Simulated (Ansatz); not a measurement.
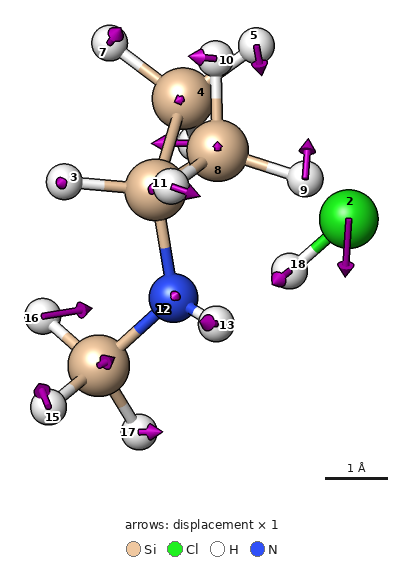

This is a relaxation of Si4NH12Cl. The starting structure is drawn; purple arrows show the displacements, at their true length. The two geometries are superimposed by the best rigid fit.

The picture is a ball-and-stick view, seen from a free direction.

The run prepares an end point of a later path (reaction) calculation, from a guessed geometry.

These are results of Ansatz, RKS PBE0/6-31G*, not measurements.

Input
```yaml
crystal:
  periodic: [false, false, false]
  atoms:
    - { symbol: Si, position_ang: [0.235521, -0.742488, -0.391437] }
    - { symbol: Cl, position_ang: [-1.796724, -0.319318, 2.229977] }
    - { symbol: H, position_ang: [1.314942, -0.760081, -1.433297] }
    - { symbol: Si, position_ang: [-0.410922, 1.51865, -0.247602] }
    - { symbol: H, position_ang: [-1.891996, 1.670812, -0.276679] }
    - { symbol: H, position_ang: [0.126074, 2.184128, 0.975536] }
    - { symbol: H, position_ang: [0.146084, 2.230982, -1.438534] }
    - { symbol: Si, position_ang: [-1.441848, -2.152707, -1.229884] }
    - { symbol: H, position_ang: [-2.394913, -2.588597, -0.170966] }
    - { symbol: H, position_ang: [-2.199464, -1.42891, -2.29119] }
    - { symbol: H, position_ang: [-0.831153, -3.371224, -1.838197] }
    - { symbol: "N", position_ang: [0.972967, -1.451386, 1.090569] }
    - { symbol: H, position_ang: [0.457479, -2.244309, 1.460506] }
    - { symbol: Si, position_ang: [2.685114, -1.440887, 1.43653] }
    - { symbol: H, position_ang: [3.409745, -2.63349, 0.899922] }
    - { symbol: H, position_ang: [3.248231, -0.209669, 0.818193] }
    - { symbol: H, position_ang: [2.906523, -1.406247, 2.911369] }
    - { symbol: H, position_ang: [-0.479558, -0.38036, 2.436782] }
basis:
  gaussian: { orbitals: "6-31G*" }
hamiltonian:
  xc: pbe0
relax:
  f_tol: 0.03
  max_steps: 50
output:
  orbitals: {}
```

Command:
```bash
ansatz run input.yaml --threads 4 --pin off --max-ram 5120MiB --backend cpu --events-out ev --progress --plain --runs-dir out
```

**What happened in the run?**

The largest move after the best rigid fit is that of Cl2, 1.10 Å. Largest moves by element: Cl 1.10 Å, H 0.99 Å, Si 0.38 Å, N 0.19 Å. Among the contacts that change: N12–Si14 1.747 → 1.771 Å, Cl2–H18 1.335 → 1.348 Å, Si1–N12 1.801 → 1.792 Å, Si1–Si4 2.356 → 2.349 Å. Bond angles that change, for instance: Si4–Si1–N12 116.1° → 111.1°, Si1–N12–Si14 124.2° → 120.0°, H3–Si1–N12 105.8° → 109.4°. Groups turn about Si1–Si4 by about 25°, Si1–N12 by about 25°, Si1–Si8 by about 20°. The energy falls by 0.329 eV in 17 accepted moves (18 points after the start). The largest force component goes from 0.92 to 0.021 eV/Å. The line search rejected the trial step at point 9 of the run.

Limits of the set-up: the start holds two separate molecules, 2.3 Å apart at their closest, whose relative position is a soft coordinate and is computed without a dispersion correction.
